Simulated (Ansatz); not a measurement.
Base system: MgO in the rock salt structure (space group Fm-3m, No. 225; a = 4.204 Å).

Modification: a hydrostatic pressure of 2.1 GPa.

Method: Ansatz (a program for electronic structure), r2SCAN, PAW, cutoff 500 eV, no spin-orbit coupling.

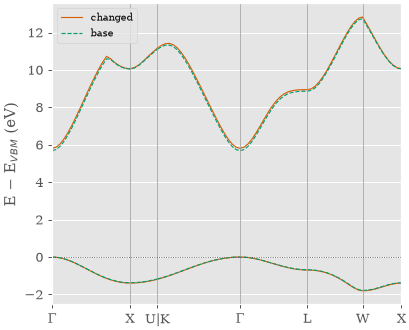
Figure. Highest valence and lowest conduction band along the path, each from its own valence-band maximum

Problem. From the figure, how large is the changed gap, and is it direct?

Solution. About 5.8 eV, direct at Γ.

Load acts through the strain it causes; cell and atoms are relaxed under it. Whether these cells are dynamically stable was not tested.
